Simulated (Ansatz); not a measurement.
**What a change does: single-point calculation on GaBH$_{2}$ClF**

System: GaBH$_{2}$ClF.
Method of run A: RHF/def2-TZVP (Ansatz 0.2.0).

Text and figures count atoms from 1; the logs count them from 0 in places.

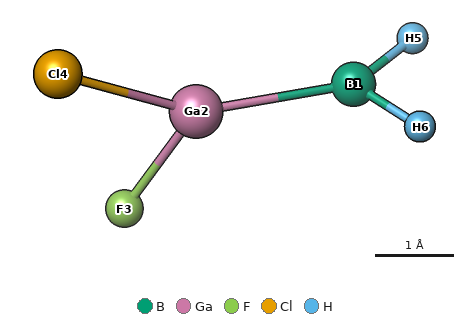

**Figure 1.** The input geometry (ball-and-stick view, seen at a tilt; atoms are numbered from 1 in the order of the input). Sticks mark near contacts. Bond lengths as drawn: B–Ga 2.11 Å, B–H 1.19 Å, Cl–Ga 2.15 Å and F–Ga 1.74 Å.

The input, run A:
```yaml
crystal:
  periodic: [false, false, false]
  atoms:
    - { symbol: B, position_ang: [-0.026995, 0.977558, -0.730123] }
    - { symbol: Ga, position_ang: [0.060244, -0.758587, 0.471145] }
    - { symbol: F, position_ang: [0.779554, -2.241636, -0.073157] }
    - { symbol: Cl, position_ang: [-0.356436, -1.780945, 2.318202] }
    - { symbol: H, position_ang: [-0.662017, 1.588196, -1.524432] }
    - { symbol: H, position_ang: [0.847053, 1.778999, -0.701543] }
basis:
  gaussian: { orbitals: def2-TZVP }
hamiltonian:
  xc: hf
output:
  forces: true
```

Launched with:
```bash
ansatz run input.yaml --threads 1 --pin off --max-ram 2560MiB --backend cpu --events-out ev --progress --plain --runs-dir out
```

Hardware: 1 thread of Arm Neoverse V1, 24 GiB of memory available, shared host.

Output (run A):
```
Engine: ansatz 0.2.0, aarch64-unknown-linux-gnu
Functional definition: HF
  exchange = exact_x
  correlation = 0
1314 factors; their error is unknown
mean field evaluation 1: about -68246.1396 eV, gradient 3.6e1 eV
mean field evaluation 2: about -68248.1008 eV, gradient 2.7e1 eV
mean field evaluation 4: about -68249.0871 eV, gradient 1.1e0 eV
mean field evaluation 8: about -68249.0910 eV, gradient 1.0e-1 eV
mean field evaluation 16: about -68247.1323 eV, gradient 3.6e1 eV
mean field -68250.07904050 eV, -2508.1441431734 hartree, gradient 8.7e-6 eV, S^2 0.000000; 0 other end points of the search recorded, 0 dependent functions left out
the calculation of the forces begins
reference -68250.07904050 eV, -2508.1441431734 hartree; 32, 32 occupied and 127, 127 virtual orbitals, 1314 factors
Total energy: -68250.07904050 eV, -2508.1441431734 hartree
Atom 0 at    -0.026995     0.977558    -0.730123 Å, force     0.513423     1.507904    -0.163792 eV/Å
Atom 1 at     0.060244    -0.758587     0.471145 Å, force    -0.176630    -0.932819     0.067836 eV/Å
Atom 2 at     0.779554    -2.241636    -0.073157 Å, force     0.598984     0.126458    -1.414116 eV/Å
Atom 3 at    -0.356436    -1.780945     2.318202 Å, force    -0.601904     0.988027     0.774194 eV/Å
Atom 4 at    -0.662017     1.588196    -1.524432 Å, force    -1.267304    -1.189234    -0.083717 eV/Å
Atom 5 at     0.847053     1.778999    -0.701543 Å, force     0.933432    -0.500336     0.819595 eV/Å
Dipole moment:    -0.132537     0.898884    -0.355064 e Å
```

For run B the input was changed thus:
```diff
-    - { symbol: Cl, position_ang: [-0.356436, -1.780945, 2.318202] }
-    - { symbol: H, position_ang: [-0.662017, 1.588196, -1.524432] }
+    - { symbol: Cl, position_ang: [-0.771147, -0.709179, 2.455284] }
+    - { symbol: H, position_ang: [-0.74857, 1.493749, -1.517481] }
```

What does this change do to the results?

With the same method and basis, run B lies 16.8 kcal/mol lower. The largest force goes from 1.740 to 1.246 eV/Å.

Output (run B):
```
Engine: ansatz 0.2.0, aarch64-unknown-linux-gnu
Functional definition: HF
  exchange = exact_x
  correlation = 0
1314 factors; their error is unknown
mean field evaluation 1: about -68247.1886 eV, gradient 3.5e1 eV
mean field evaluation 2: about -68248.9205 eV, gradient 2.6e1 eV
mean field evaluation 4: about -68249.8175 eV, gradient 1.1e0 eV
mean field evaluation 8: about -68249.8211 eV, gradient 1.0e-1 eV
mean field evaluation 16: about -68248.1811 eV, gradient 3.5e1 eV
mean field -68250.80916287 eV, -2508.1709746756 hartree, gradient 8.5e-6 eV, S^2 0.000000; 0 other end points of the search recorded, 0 dependent functions left out
the calculation of the forces begins
reference -68250.80916287 eV, -2508.1709746756 hartree; 32, 32 occupied and 127, 127 virtual orbitals, 1314 factors
Total energy: -68250.80916287 eV, -2508.1709746756 hartree
Atom 0 at    -0.026995     0.977558    -0.730123 Å, force     0.494576     0.969477    -0.496398 eV/Å
Atom 1 at     0.060244    -0.758587     0.471145 Å, force    -0.324780     0.270631    -0.375811 eV/Å
Atom 2 at     0.779554    -2.241636    -0.073157 Å, force    -0.062177     0.097618     0.214979 eV/Å
Atom 3 at    -0.771147    -0.709179     2.455284 Å, force     0.118338    -0.178165    -0.015570 eV/Å
Atom 4 at    -0.748570     1.493749    -1.517481 Å, force    -0.875876    -0.884769     0.053953 eV/Å
Atom 5 at     0.847053     1.778999    -0.701543 Å, force     0.649919    -0.274792     0.618846 eV/Å
Dipole moment:    -0.015873     0.447883    -0.285819 e Å
```

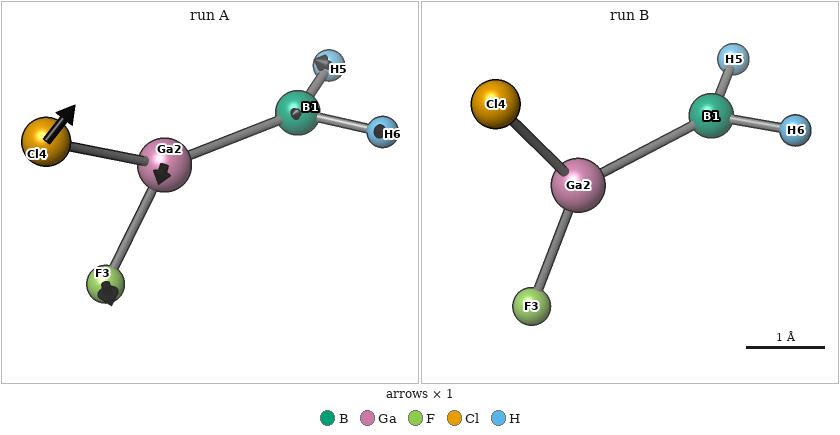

**Figure 2.** The two input geometries at one scale (ball-and-stick view, seen at a tilt). The black arrows on the first give the shifts of the atoms after the best rigid fit, at true length. Cl4 moves most after the best rigid fit: 0.61 Å. Largest moves by element: Cl 0.61 Å, F 0.39 Å, Ga 0.29 Å, H 0.25 Å, B 0.13 Å.

The two runs side by side:

```csv
quantity,run A,run B
outcome,converged,converged
total energy (hartree),−2508.144143,−2508.170975
largest force (eV/Å),1.740,1.246
basis functions,159,159
wall time (shared host),4.9 s,4.9 s
```
